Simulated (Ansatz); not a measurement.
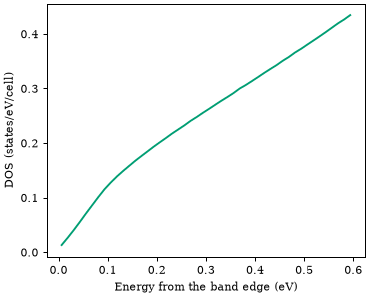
Density of states of GaP (F-43m) below the valence band maximum, r2SCAN with spin-orbit coupling, rigid bands in Ansatz (a first-principles code); cell volume 40.5 Å³.

What effective density of states at 300 K does this give (∫ g(E) exp(−E/k_BT) dE, both spins, divided by the cell's size)?

2.3e19 cm⁻³, a density-of-states mass of 0.93 mₑ, valleys and band degeneracy included.

Geometry: cell and atoms relaxed with r2SCAN.
